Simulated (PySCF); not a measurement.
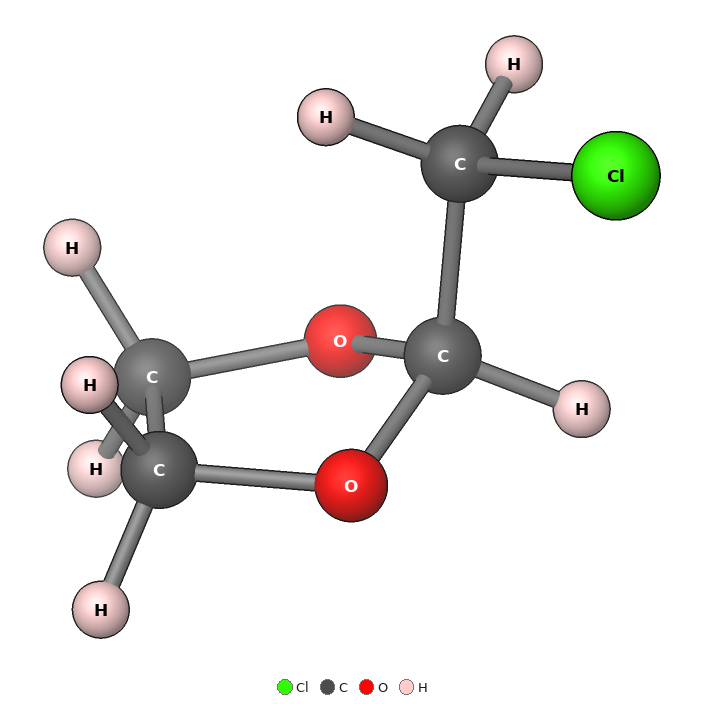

Orthographic view. Depth is shown by fading: the farther an atom, the more it takes the colour of the background. Geometry: an end point of a reaction path computed with GFN2-xTB.

> Give the standard InChI.

InChI=1S/C4H7ClO2/c5-3-4-6-1-2-7-4/h4H,1-3H2
